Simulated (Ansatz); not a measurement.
**C₂H₈FGaS: shape, modes and thermochemistry**

What shape does C₂H₈FGaS take? The plan is to relax it, then compute its harmonic vibrations to see whether it is a minimum and to get the zero-point energy and entropy, and look at its orbitals and charge.

Program: Ansatz 0.2.0, Gaussian basis. Level of theory: RKS PBE0-D4/def2-TZVP. These are calculated values, not measurements.

Levels to be run: relaxation at PBE-D4/def2-SVP; relaxation at PBE0-D4/def2-TZVP; harmonic vibrations at the same level; a single point in def2-TZVPP for the fields.

## 1. Starting geometry

SMILES `[CH3][Ga-]([CH3])([F])[SH2+]`, 13 atoms, charge 0, spin multiplicity 1.

Atoms are counted from 1 here; the program's logs count them from 0.

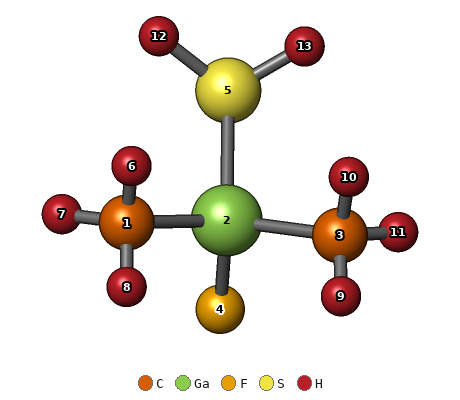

As it starts; carbon orange, gallium green, fluorine amber, sulfur yellow, hydrogen red; atoms are numbered from 1 in the order of the file.

The start is a force-field geometry with small random shifts, so a cheaper pass at PBE-D4/def2-SVP comes first.

## 2. Optimising with PBE-D4/def2-SVP (cheap first pass)

in.yaml

```yaml
crystal:
  periodic: [false, false, false]
  atoms:
    - {symbol: C, position_ang: [-1.409500, -1.108200, 0.275400]}
    - {symbol: Ga, position_ang: [-0.225100, 0.288600, -0.526500]}
    - {symbol: C, position_ang: [1.578700, -0.486900, -0.679000]}
    - {symbol: F, position_ang: [-0.727300, 0.767600, -2.158000]}
    - {symbol: S, position_ang: [-0.158500, 2.081600, 0.770300]}
    - {symbol: H, position_ang: [-1.098200, -1.328500, 1.273200]}
    - {symbol: H, position_ang: [-2.450400, -0.630100, 0.343400]}
    - {symbol: H, position_ang: [-1.443600, -1.945800, -0.391600]}
    - {symbol: H, position_ang: [1.585000, -1.372300, -1.269600]}
    - {symbol: H, position_ang: [1.971300, -0.768600, 0.370000]}
    - {symbol: H, position_ang: [2.289100, 0.262500, -1.084700]}
    - {symbol: H, position_ang: [-0.965400, 1.896000, 1.881000]}
    - {symbol: H, position_ang: [1.074200, 2.309300, 1.210800]}
basis:
  gaussian: {orbitals: def2-SVP}
hamiltonian: {xc: pbe, dispersion: d4}
relax: {f_tol: 0.03, max_steps: 200}
```

Launch:

```console
> ansatz run in.yaml --threads 4 --pin off --events-out ev --progress --plain --max-ram 11315MiB
```

What it wrote, cut to the lines that bear on the results:

```text
Functional definition: PBE
  name "PBE"
  cite "Perdew, Burke & Ernzerhof, Phys. Rev. Lett. 77, 3865 (1996) doi:10.1103/PhysRevLett.77.3865"
  parent pbe
[...]
1488 factors; their error is unknown
[...]
mean field -68102.87194841 eV, -2502.7343823194 hartree, gradient 4.7e-5 eV, S^2 0.000000; 0 other end points of the search recorded, 0 dependent functions left out
[...]
reference -68102.87199008 eV, -2502.7343838507 hartree; 38, 38 occupied and 94, 94 virtual orbitals, 1488 factors
relax step   1: F+E_penalty+E_count = -68103.16779495 eV  Δ(F+E_penalty+E_count) = +0.000e0 eV  max|allowed force component| = 3.744e0 eV/Å  Δτ_max = 0.0000 Å  (29 SCF iters, accepted)
[...]
relax step   3: F+E_penalty+E_count = -68104.33632406 eV  Δ(F+E_penalty+E_count) = -2.237e-1 eV  max|allowed force component| = 8.789e-1 eV/Å  Δτ_max = 0.1691 Å  (27 SCF iters, accepted)
[...]
relax step   5: F+E_penalty+E_count = -68104.42382452 eV  Δ(F+E_penalty+E_count) = -1.920e-2 eV  max|allowed force component| = 1.364e-1 eV/Å  Δτ_max = 0.2000 Å  (28 SCF iters, accepted)
[...]
relax step   7: F+E_penalty+E_count = -68104.42911565 eV  Δ(F+E_penalty+E_count) = -1.230e-3 eV  max|allowed force component| = 2.520e-2 eV/Å  Δτ_max = 0.0510 Å  (29 SCF iters, accepted)
[...]
mean field -68104.14796879 eV, -2502.7812752034 hartree, gradient 1.9e-5 eV, S^2 0.000000; 1 other end points of the search recorded, 0 dependent functions left out
[...]
reference -68104.14801062 eV, -2502.7812767408 hartree; 38, 38 occupied and 94, 94 virtual orbitals, 1488 factors
Total energy: -68104.42980079 eV, -2502.7916323385 hartree
Atom 0 at    -1.602823    -1.023922     0.330117 Å, force    -0.013482     0.005101     0.007934 eV/Å
Atom 1 at    -0.174541    -0.117153    -0.697564 Å, force    -0.004202    -0.020874    -0.008097 eV/Å
Atom 2 at     1.784519    -0.394406    -0.718651 Å, force     0.021277     0.008026     0.002216 eV/Å
Atom 3 at    -0.789553     0.645045    -2.206761 Å, force    -0.000774     0.009529     0.001399 eV/Å
Atom 4 at    -0.149107     2.207898     0.758875 Å, force     0.007334     0.000298     0.007495 eV/Å
Atom 5 at    -1.306549    -1.218180     1.381125 Å, force    -0.005444     0.001609    -0.002873 eV/Å
Atom 6 at    -2.529252    -0.414662     0.319514 Å, force     0.011007    -0.014113     0.003091 eV/Å
Atom 7 at    -1.838619    -2.000728    -0.140821 Å, force     0.001919     0.009205     0.001196 eV/Å
Atom 8 at     2.029290    -1.279697    -1.341779 Å, force    -0.004967     0.016193     0.003977 eV/Å
Atom 9 at     2.194381    -0.572499     0.296799 Å, force    -0.001186     0.005326    -0.013832 eV/Å
Atom 10 at     2.292132     0.483730    -1.166894 Å, force    -0.003636    -0.022338     0.009060 eV/Å
Atom 11 at    -0.901998     1.718912     1.784436 Å, force    -0.001042     0.002154    -0.007477 eV/Å
Atom 12 at     1.012419     1.930863     1.416305 Å, force    -0.006803    -0.000115    -0.004089 eV/Å
Dipole moment:     0.235043     0.093336     0.919093 e Å
```

It took 8 s on 4 threads of Intel Xeon 6975P-C, shared host.

Relaxation path:

```csv
step,energy from step 1 (eV),largest force component (eV/Å)
1,0.0000,3.7443
2,-0.9448,1.2844
3,-1.1685,0.8789
4,-1.2368,0.3231
5,-1.2560,0.1364
6,-1.2601,0.0377
7,-1.2613,0.0252
8,-1.2615,0.0580
9,-1.2620,0.0223
```

The force was under the threshold of 0.03 eV/Å already at step 7, but the program went on to step 9.

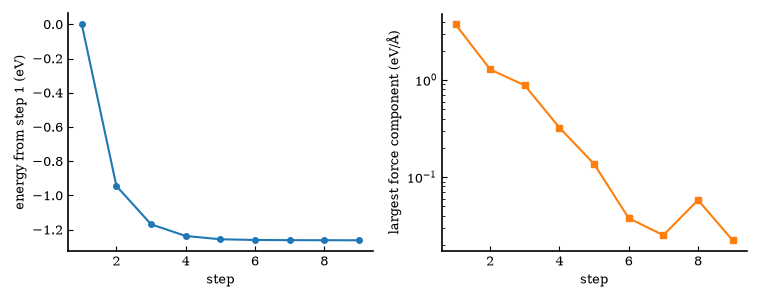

Energy and force, step by step.

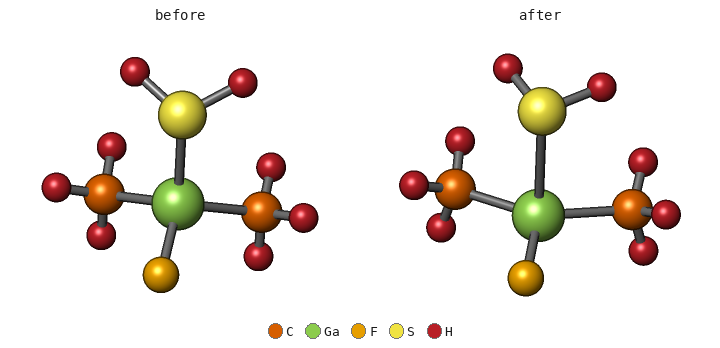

The geometry before (left) and after (right).

Distances of close pairs at the start and the end, largest changes first:

```csv
bond,before (Å),after (Å),change (Å)
Ga2–S5,2.214,2.744,+0.530
C3–H9,1.064,1.110,+0.046
C3–H10,1.155,1.109,-0.046
C1–H6,1.068,1.109,+0.041
C1–H7,1.147,1.109,-0.039
C1–H8,1.071,1.110,+0.038
S5–H13,1.329,1.363,+0.034
Ga2–F4,1.773,1.799,+0.026
```

## 3. Relaxation at PBE0-D4/def2-TZVP

in.yaml

```yaml
crystal:
  periodic: [false, false, false]
  atoms:
    - {symbol: C, position_ang: [-1.602823, -1.023922, 0.330117]}
    - {symbol: Ga, position_ang: [-0.174541, -0.117153, -0.697564]}
    - {symbol: C, position_ang: [1.784519, -0.394406, -0.718651]}
    - {symbol: F, position_ang: [-0.789553, 0.645045, -2.206761]}
    - {symbol: S, position_ang: [-0.149107, 2.207898, 0.758875]}
    - {symbol: H, position_ang: [-1.306549, -1.218180, 1.381125]}
    - {symbol: H, position_ang: [-2.529252, -0.414662, 0.319514]}
    - {symbol: H, position_ang: [-1.838619, -2.000728, -0.140821]}
    - {symbol: H, position_ang: [2.029290, -1.279697, -1.341779]}
    - {symbol: H, position_ang: [2.194381, -0.572499, 0.296799]}
    - {symbol: H, position_ang: [2.292132, 0.483730, -1.166894]}
    - {symbol: H, position_ang: [-0.901998, 1.718912, 1.784436]}
    - {symbol: H, position_ang: [1.012419, 1.930863, 1.416305]}
basis:
  gaussian: {orbitals: def2-TZVP}
hamiltonian: {xc: pbe0, dispersion: d4}
relax: {f_tol: 0.005, max_steps: 150}
```

Same command.

What it wrote, cut to the lines that bear on the results:

```text
Functional definition: PBE0
  name "PBE0"
  cite "Adamo & Barone, J. Chem. Phys. 110, 6158 (1999) doi:10.1063/1.478522"
  cite "Perdew, Burke & Ernzerhof, Phys. Rev. Lett. 77, 3865 (1996) doi:10.1103/PhysRevLett.77.3865"
  parent pbe
[...]
1552 factors; their error is unknown
[...]
mean field -68122.98045446 eV, -2503.4733562866 hartree, gradient 6.4e-5 eV, S^2 0.000000; 0 other end points of the search recorded, 0 dependent functions left out
[...]
reference -68122.98048900 eV, -2503.4733575561 hartree; 38, 38 occupied and 188, 188 virtual orbitals, 1552 factors
relax step   1: F+E_penalty+E_count = -68123.22351293 eV  Δ(F+E_penalty+E_count) = +0.000e0 eV  max|allowed force component| = 5.615e-1 eV/Å  Δτ_max = 0.0000 Å  (27 SCF iters, accepted)
[...]
Atom 3 at    -0.887337     1.120551    -1.490247 Å, force    -0.000515    -0.000979    -0.000236 eV/Å
Atom 4 at     0.284593     1.922664     1.291766 Å, force     0.001262    -0.000378     0.000306 eV/Å
Atom 5 at    -0.987128    -1.531836     1.517843 Å, force    -0.000337    -0.000040     0.000829 eV/Å
Atom 6 at    -2.308314    -0.627393     0.746106 Å, force     0.000699    -0.000016     0.000106 eV/Å
Atom 7 at    -1.660664    -2.081102    -0.016812 Å, force     0.000264    -0.000104     0.000057 eV/Å
Atom 8 at     1.790884    -1.213467    -1.746120 Å, force     0.000115     0.000471     0.000349 eV/Å
Atom 9 at     2.355695    -0.825509    -0.118501 Å, force    -0.000363     0.000020    -0.000728 eV/Å
Atom 10 at     2.230850     0.448980    -1.348609 Å, force     0.000163     0.000131    -0.000114 eV/Å
Atom 11 at    -0.107776     2.647950     0.227842 Å, force    -0.000962    -0.001239     0.001458 eV/Å
Atom 12 at    -0.966064     1.857148     1.777570 Å, force    -0.000181     0.001043    -0.001219 eV/Å
Dipole moment:     0.098838     0.061055     0.551439 e Å
```

It took 1.9 min on 4 threads of Intel Xeon 6975P-C, shared host; peak memory 0.82 GiB.

Along the way: (not every step is listed)

```csv
step,energy from step 1 (eV),largest force component (eV/Å)
1,0.0000,0.5615
2,-0.0280,0.3676
3,-0.0447,0.3081
4,-0.0472,0.2384
5,-0.0491,0.1338
6,-0.0507,0.0092
7,-0.0506,0.1987
8,-0.0514,0.0323
9,-0.0517,0.2441
12,-0.0563,0.0489
15,-0.0702,0.0181
18,-0.0761,0.0260
21,-0.0830,0.0618
24,-0.0859,0.4643
27,-0.0972,0.2823
30,-0.1049,0.4039
33,-0.1223,0.0296
36,-0.1251,0.1056
39,-0.1278,0.0113
41,-0.1283,0.0581
42,-0.1284,0.0261
43,-0.1284,0.0106
44,-0.1284,0.0060
45,-0.1285,0.0074
46,-0.1285,0.0022
```

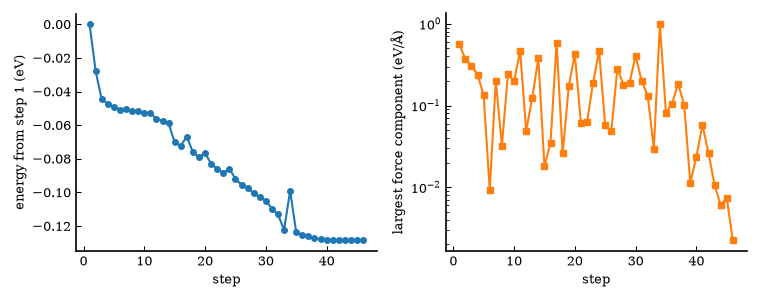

Energy and largest force along the relaxation.

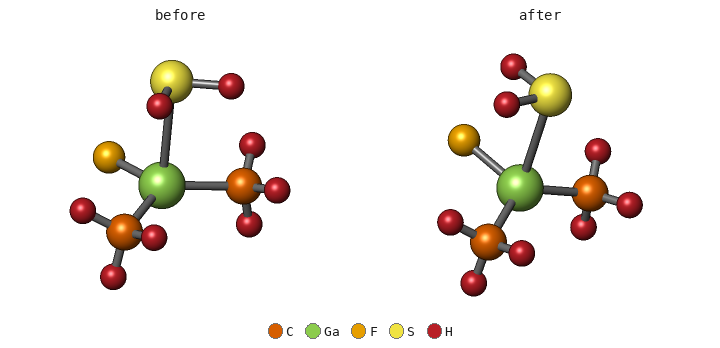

The geometry before (left) and after (right).

Close pairs (by a distance rule), those that changed most:

```csv
bond,before (Å),after (Å),change (Å)
Ga2–S5,2.744,2.685,-0.058
S5–H13,1.363,1.343,-0.020
C3–H11,1.109,1.091,-0.018
C3–H10,1.109,1.092,-0.017
C1–H7,1.109,1.092,-0.017
C3–H9,1.110,1.093,-0.017
S5–H12,1.363,1.346,-0.017
C1–H6,1.109,1.092,-0.017
```

Mulliken charges of the relaxed molecule (report file):

C1 -0.59; Ga2 0.60; C3 -0.58; F4 -0.45; S5 -0.27; H6 0.14; H7 0.14; H8 0.14; H9 0.14; H10 0.14; H11 0.14; H12 0.23; H13 0.20

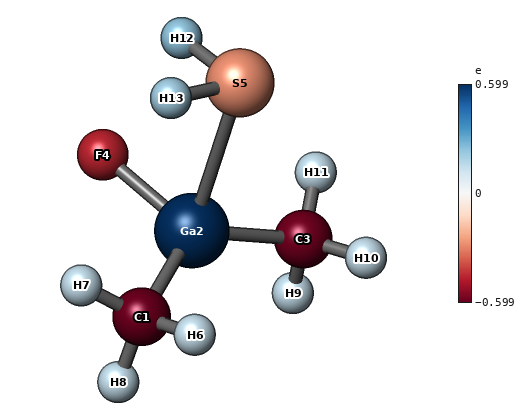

Mulliken charges of the relaxed molecule (report file), as colours on the atoms.

## 4. Vibrations by finite differences

in.yaml

```yaml
crystal:
  periodic: [false, false, false]
  atoms:
    - {symbol: C, position_ang: [-1.393342, -1.193465, 0.562046]}
    - {symbol: Ga, position_ang: [-0.094276, -0.102804, -0.429971]}
    - {symbol: C, position_ang: [1.763178, -0.456516, -0.958212]}
    - {symbol: F, position_ang: [-0.887337, 1.120551, -1.490247]}
    - {symbol: S, position_ang: [0.284593, 1.922664, 1.291766]}
    - {symbol: H, position_ang: [-0.987128, -1.531836, 1.517843]}
    - {symbol: H, position_ang: [-2.308314, -0.627393, 0.746106]}
    - {symbol: H, position_ang: [-1.660664, -2.081102, -0.016812]}
    - {symbol: H, position_ang: [1.790884, -1.213467, -1.746120]}
    - {symbol: H, position_ang: [2.355695, -0.825509, -0.118501]}
    - {symbol: H, position_ang: [2.230850, 0.448980, -1.348609]}
    - {symbol: H, position_ang: [-0.107776, 2.647950, 0.227842]}
    - {symbol: H, position_ang: [-0.966064, 1.857148, 1.777570]}
basis:
  gaussian: {orbitals: def2-TZVP}
hamiltonian: {xc: pbe0, dispersion: d4}
phonons: {temperatures: {t_min: 298.15, t_max: 900, t_step: 200}}
```

Same command.

What it wrote, cut to the lines that bear on the results:

```text
Functional definition: PBE0
  name "PBE0"
  cite "Adamo & Barone, J. Chem. Phys. 110, 6158 (1999) doi:10.1063/1.478522"
  cite "Perdew, Burke & Ernzerhof, Phys. Rev. Lett. 77, 3865 (1996) doi:10.1103/PhysRevLett.77.3865"
  parent pbe
[...]
1552 factors; their error is unknown
[...]
mean field -68123.10814852 eV, -2503.4780489570 hartree, gradient 1.9e-5 eV, S^2 0.000000; 0 other end points of the search recorded, 0 dependent functions left out
[...]
reference -68123.10818268 eV, -2503.4780502123 hartree; 38, 38 occupied and 188, 188 virtual orbitals, 1552 factors
[...]
1552 factors; their error is unknown
mean field -68123.10798124 eV, -2503.4780428094 hartree, gradient 1.1e-6 eV, S^2 0.000000; 0 other end points of the search recorded, 0 dependent functions left out
[...]
reference -68123.10801540 eV, -2503.4780440647 hartree; 38, 38 occupied and 188, 188 virtual orbitals, 1552 factors
[...]
Atom 6 at    -2.308314    -0.627393     0.746106 Å, force     0.000667    -0.000032     0.000123 eV/Å
Atom 7 at    -1.660664    -2.081102    -0.016812 Å, force     0.000260    -0.000100     0.000052 eV/Å
Atom 8 at     1.790884    -1.213467    -1.746120 Å, force     0.000118     0.000476     0.000367 eV/Å
Atom 9 at     2.355695    -0.825509    -0.118501 Å, force    -0.000313    -0.000011    -0.000725 eV/Å
Atom 10 at     2.230850     0.448980    -1.348609 Å, force     0.000173     0.000097    -0.000125 eV/Å
Atom 11 at    -0.107776     2.647950     0.227842 Å, force    -0.001013    -0.001208     0.001463 eV/Å
Atom 12 at    -0.966064     1.857148     1.777570 Å, force    -0.000140     0.001041    -0.001247 eV/Å
Dipole moment:     0.098839     0.061051     0.551439 e Å
Vibrations: 67.09 83.87 86.87 100.08 109.37 136.84 148.08 170.67 178.20 381.63 399.07 540.50 603.79 604.52 680.60 700.52 738.58 767.31 1202.55 1224.94 1226.88 1446.82 1449.81 1451.91 1456.62 2698.69 2723.57 3050.87 3052.89 3133.31 3135.05 3144.77 3147.32 cm⁻¹, zero-point energy 2.482385 eV
```

Run time: 2.4 min. Hardware: 4 threads of Intel Xeon 6975P-C, shared host; peak memory 0.82 GiB.

Motions are named by where the mode's potential energy lies. The modes, unscaled (a negative number is an imaginary wavenumber):

```csv
mode,cm⁻¹,motion
1,67,torsion
2,84,torsion
3,87,torsion with bend
4,100,torsion
5,109,torsion with bend
6,137,bend with torsion
7,148,Ga–S stretch
8,171,torsion
9,178,bend with torsion
10,382,bend
11,399,bend
12,540,Ga–C stretch
13,604,Ga–C stretch
14,605,Ga–F stretch
15,681,bend
16,701,bend
17,739,bend with wag or twist
18,767,bend
19,1203,bend
20,1225,bend
21,1227,bend
22,1447,bend
23,1450,bend
24,1452,bend
25,1457,bend
26,2699,S–H stretch
27,2724,S–H stretch
28,3051,C–H stretch
29,3053,C–H stretch
30,3133,C–H stretch
31,3135,C–H stretch
32,3145,C–H stretch
33,3147,C–H stretch
```

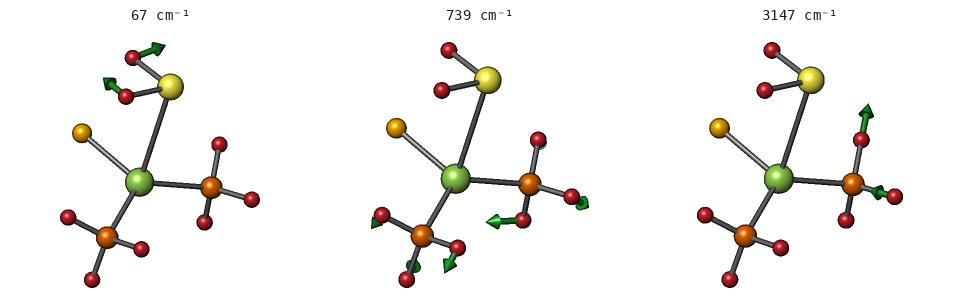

Displacements of 3 modes, as arrows.

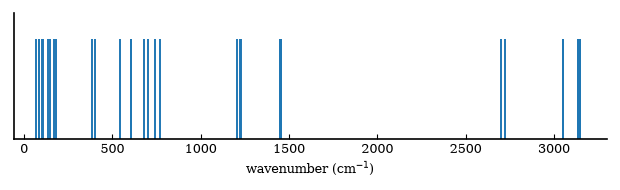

The harmonic wavenumbers as sticks (no intensities were computed).

From these modes and the moments of inertia (298.15 K, 1 bar, symmetry number 1):

```csv
term,value
zero-point energy,239.5 kJ/mol
H(298) − E,270.3 kJ/mol
"entropy, translation",171.6 J/(mol K)
"entropy, rotation",117.8 J/(mol K)
"entropy, vibration",140.5 J/(mol K)
"entropy, total",429.8 J/(mol K)
```

## 5. Orbitals, density and potential

Edit in.yaml of step 4 so:

```diff
@@ -17,4 +17,4 @@
 basis:
-  gaussian: {orbitals: def2-TZVP}
+  gaussian: {orbitals: def2-TZVPP}
 hamiltonian: {xc: pbe0, dispersion: d4}
-phonons: {temperatures: {t_min: 298.15, t_max: 900, t_step: 200}}
+output: {orbitals: {seedname: orbitals}}
```

Launched as before.

What it wrote:

```text
Functional definition: PBE0
  name "PBE0"
  cite "Adamo & Barone, J. Chem. Phys. 110, 6158 (1999) doi:10.1063/1.478522"
  cite "Perdew, Burke & Ernzerhof, Phys. Rev. Lett. 77, 3865 (1996) doi:10.1103/PhysRevLett.77.3865"
  parent pbe
  parameter a = 0.25
  parameter kappa = 0.804
  parameter beta = 0.06672455060314922
  exchange = (1 - a)*pbe_x(kappa = kappa, mu = beta*pi^2/3) + a*exact_x
  correlation = pbe_c(beta = beta)
1716 factors; their error is unknown
mean field evaluation 1: about -68110.0771 eV, gradient 8.1e1 eV
mean field evaluation 2: about -68102.3973 eV, gradient 1.0e2 eV
mean field evaluation 4: about -68122.9602 eV, gradient 4.7e0 eV
mean field evaluation 8: about -68123.0028 eV, gradient 8.7e-2 eV
mean field evaluation 16: about -68123.2006 eV, gradient 4.3e-5 eV
mean field -68123.20058202 eV, -2503.4814458255 hartree, gradient 4.3e-5 eV, S^2 0.000000; 0 other end points of the search recorded, 0 dependent functions left out
reference -68123.20061719 eV, -2503.4814471180 hartree; 38, 38 occupied and 257, 257 virtual orbitals, 1716 factors
Total energy: -68123.44444368 eV, -2503.4904075761 hartree
```

Wall time 2.6 s (4 threads of Intel Xeon 6975P-C, shared host); peak memory 1 GiB.

Orbitals, density, ELF and potential are computed afterwards from the orbital file.

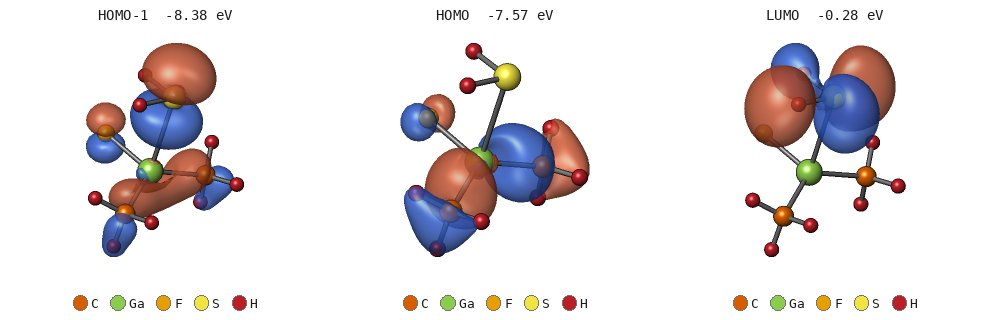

PBE0-D4/def2-TZVPP orbitals near the gap, drawn at the value that encloses 70 % of each; the two colours are the two signs.

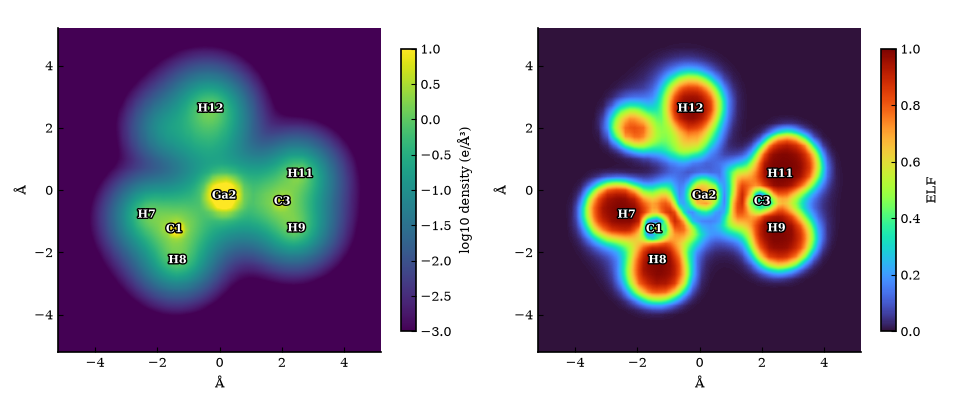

Density (left) and ELF (right) in a plane through or near 8 of the atoms.

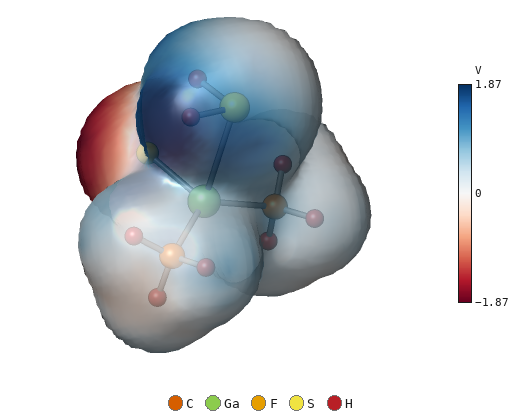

The potential that a unit positive charge feels on the 0.002 e/bohr³ surface, from -1.87 V near F4 to 1.79 V near H13.

## 6. Outcome

```
                  quantity            value
               point group               C1
                     steps           9 + 46
shift from the start (rms)          0.922 Å
              total energy   -68123.3520 eV
           dispersion term         -244 meV
             dipole moment           2.71 D
lowest, highest wavenumber    67, 3147 cm⁻¹
         zero-point energy     239.5 kJ/mol
       entropy at 298.15 K  429.8 J/(mol K)
                HOMO, LUMO  -7.57, -0.28 eV
```

In words: The relaxed geometry lies 0.92 Å (rms) from the start; the bond that changed most is Ga2–S5, from 2.214 to 2.685 Å. All wavenumbers are real, so the end point is a minimum. The stiffest mode, 3147 cm⁻¹, is a C–H stretch, and 9 modes under 200 cm⁻¹ make the vibrational entropy uncertain. Harmonic hybrid wavenumbers usually lie a few per cent above measured fundamentals. The largest Mulliken charge, +0.60 e, sits on Ga2. The HOMO lies mostly on C1, C3 about 25 % each; Ga2 16 % and the LUMO on S5 45 %; H13 32 %.
